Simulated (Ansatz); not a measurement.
## Response to strain in CuI

Start from CuI in the zinc blende structure (space group F-43m, No. 216).

```
CELL_PARAMETERS angstrom
      0.00000     2.96966     2.96966
      2.96966     0.00000     2.96966
      2.96966     2.96966     0.00000
ATOMIC_POSITIONS crystal
  Cu 0.00000 0.00000 0.00000
  I  0.25000 0.25000 0.25000
```

Strains are applied to the cell and any free atomic positions relax.

Computed with PBEsol (Ansatz, an electronic-structure program, PAW, without spin-orbit coupling).

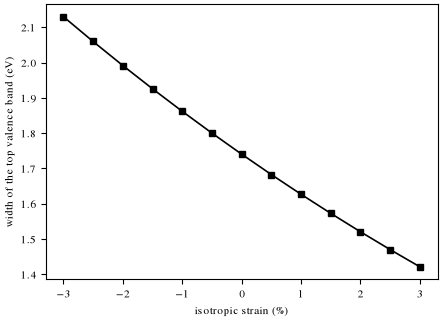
Fig. 1. Width of the top valence band against isotropic strain

Task: From the plot, what is the width of the top valence band for isotropic strain +2.50 %?

Result: About 1.47 eV.

Task: Is the trend monotonic over the range shown?

Result: Yes, it falls throughout, spanning 1.42 eV to 2.13 eV.

Spin-orbit coupling, missing from the scalar runs, can matter with I. The levels and masses belong to the bands next to the band gap. Whether these cells are dynamically stable was not tested. The final runs are not spin-polarised.
